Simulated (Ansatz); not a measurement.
Input file:

```
crystal:
  periodic: [false, false, false]
  atoms:
    - {symbol: F, position_ang: [0.566433, -0.559430, 1.835762]}
    - {symbol: C, position_ang: [0.747195, -0.159828, 0.579858]}
    - {symbol: F, position_ang: [0.082580, -1.251915, -0.301399]}
    - {symbol: Al, position_ang: [-0.702151, 0.528348, -0.561326]}
    - {symbol: H, position_ang: [1.801200, -0.277693, 0.321065]}
    - {symbol: H, position_ang: [-2.150623, 0.570377, 0.060050]}
    - {symbol: H, position_ang: [-0.283435, 1.082043, -1.979711]}
basis:
  gaussian: {orbitals: def2-TZVPP}
hamiltonian: {xc: pbe0, dispersion: d4}
output: {orbitals: {seedname: orbitals}}
```

Launched as:

```sh
ansatz run in.yaml --threads 2 --pin off --events-out ev --progress --plain --max-ram 4352MiB
```

Geometry: PBE0-D4/def2-TZVP.

Theory: RKS PBE0-D4/def2-TZVPP in Ansatz.

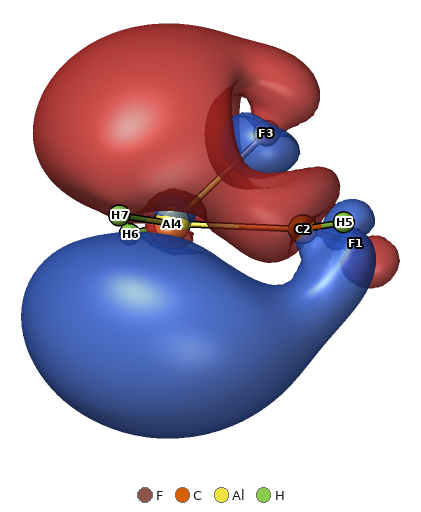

CH3AlF2. The LUMO at ±0.06 Å⁻³ᐟ² (blue and red are the two phases), seen from one side.

What is the character of this orbital?

Answer. Its weight (Hirshfeld) is mainly on Al4 (about 70 %), C2 (about 10 %) and F3 (about 10 %). Its energy is −0.81 eV.
